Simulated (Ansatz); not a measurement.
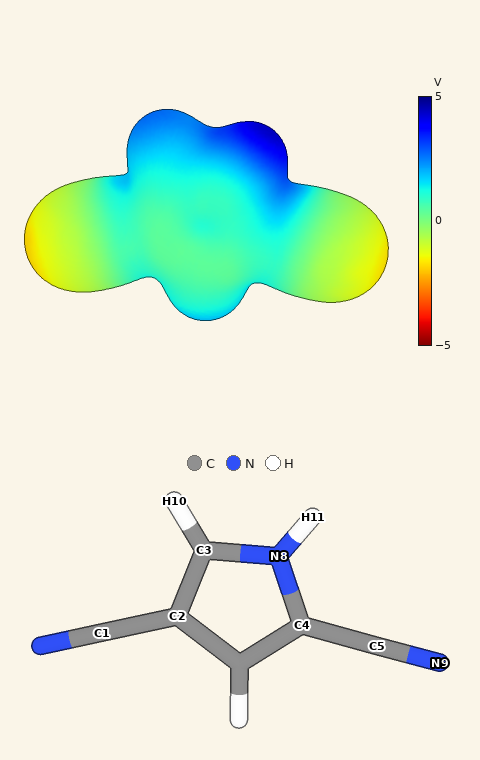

Figure 1: C6H3N3 (SMILES N#Cc1c[nH]c(C#N)c1). The molecular electrostatic potential painted on the density surface at 0.004 e/bohr³, seen at a tilt; the colour scale runs from red (negative) to blue (positive). The bare structure is drawn below in the same view.

Geometry: B3LYP-D3(BJ)/def2-SVP.

The calculation used isolated molecule in a Gaussian basis; Kohn-Sham density functional theory, functional PBE0 in Ansatz.

Input

```
crystal:
  periodic: [false, false, false]
  atoms:
    - {symbol: C, position_ang: [-1.536732, 2.090694, 2.002487]}
    - {symbol: C, position_ang: [-0.815106, 1.011036, 1.418953]}
    - {symbol: C, position_ang: [-0.644261, 0.788987, 0.050818]}
    - {symbol: C, position_ang: [0.422294, -0.859900, 1.141777]}
    - {symbol: C, position_ang: [1.197732, -2.040398, 1.273456]}
    - {symbol: C, position_ang: [-0.137152, -0.037024, 2.108869]}
    - {symbol: N, position_ang: [-2.124721, 2.970334, 2.480570]}
    - {symbol: N, position_ang: [0.098435, -0.334432, -0.098663]}
    - {symbol: "N", position_ang: [1.833769, -3.008273, 1.367711]}
    - {symbol: H, position_ang: [-1.006761, 1.362320, -0.798359]}
    - {symbol: H, position_ang: [0.381204, -0.739576, -0.982949]}
    - {symbol: H, position_ang: [-0.067166, -0.172853, 3.184346]}
basis:
  gaussian: {orbitals: def2-SVPD}
hamiltonian: {xc: pbe0}
output: {forces: true, orbitals: {seedname: orbitals}}
```

Run with:

```sh
ansatz run input.yaml --threads 2 --pin off --max-ram 5220MiB --events-out events.jsonl --progress --plain --runs-dir runs
```

### Where is the surface potential most negative and most positive?

The most negative region (about −1.9 V) lies over N7, the most positive (about +4.2 V) over H11. N7 is the likeliest acceptor of a hydrogen bond.
